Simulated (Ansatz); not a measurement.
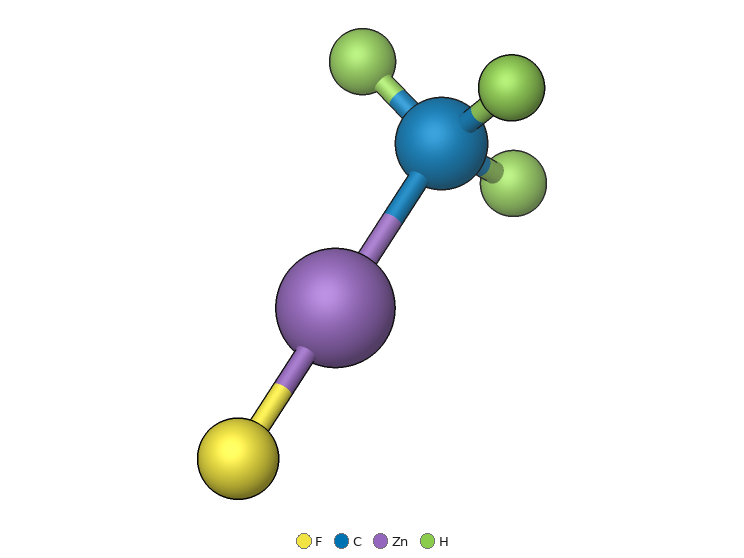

Every bond is drawn as one stick, whatever its order.

The geometry was computed by an optimisation with PBE0-D4/def2-TZVP. No frequency run is at hand to confirm it as a minimum.

Describe the molecule.

The molecule is CH3FZn. Coordination: 1 C tetrahedral; 1 Zn linear.

More results for the same structure follow; atom numbers are the same in all pictures, views and colours differ.

**Geometry**

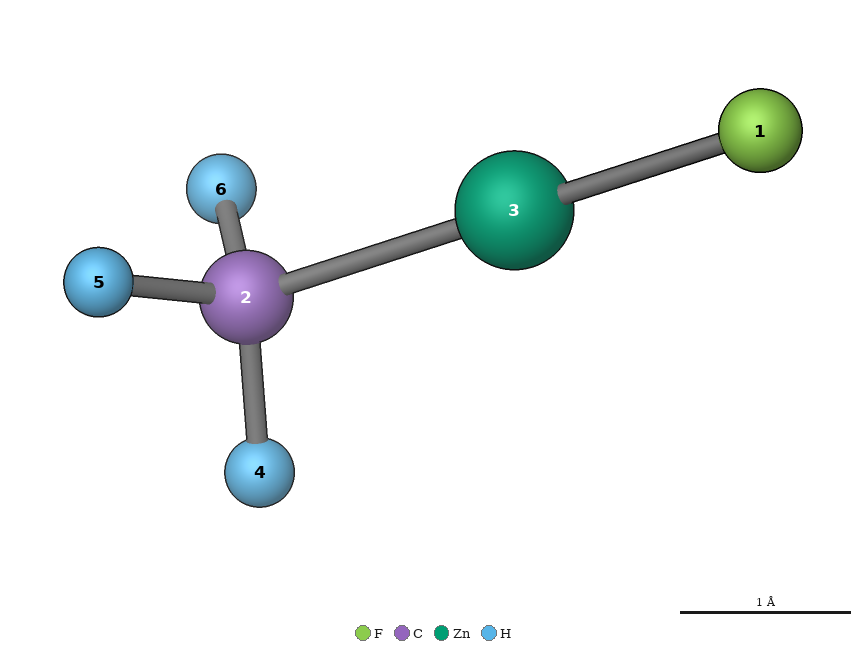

Numbered structure. No frequency run is at hand to confirm it as a minimum.

Which atoms are bonded, and how long are the bonds?

```json
{"bond": "F1–Zn3", "length (Å)": "1.755"}
{"bond": "C2–Zn3", "length (Å)": "1.913"}
{"bond": "C2–H4", "length (Å)": "1.091"}
{"bond": "C2–H5", "length (Å)": "1.091"}
{"bond": "C2–H6", "length (Å)": "1.091"}
```

**Electronic properties**

No frequency run is at hand to confirm it as a minimum. Method: RKS PBE0-D4/def2-TZVPP (Ansatz 0.2.0).

Computed properties:

- HOMO energy (Kohn–Sham orbital): −8.78 eV
- LUMO energy (Kohn–Sham orbital): −0.51 eV
- HOMO–LUMO gap: 8.27 eV

**Dipole moment**

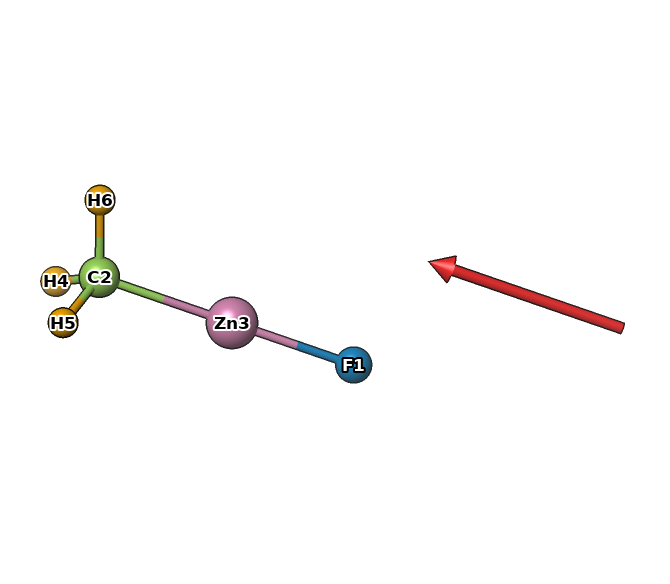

The arrow beside the molecule shows the direction of the dipole moment, from the negative to the positive end (its length means nothing). No frequency run is at hand to confirm it as a minimum. Level of theory: RKS PBE0-D4/def2-TZVP (Ansatz 0.2.0).

**Estimate the dipole moment.**

2.81 D; it points from the side of F1 to the side of H4, H5, H6 (the outermost atoms at the two ends).

**Charges**

The questions are on Mulliken charges. No frequency run is at hand to confirm it as a minimum. Properties computed with RKS PBE0-D4/def2-TZVP (Ansatz 0.2.0).

**Which atom carries the highest charge (most positive or least negative)?**

Zn3 (0.62 e).

**And the lowest?**

C2 (−0.57 e).

List the Mulliken charges.

```
atom  value (e)
  F1      −0.50
  C2      −0.57
 Zn3       0.62
  H4       0.15
  H5       0.15
  H6       0.15
```

Mulliken values depend strongly on the basis set and can even reverse the polarity of a bond.
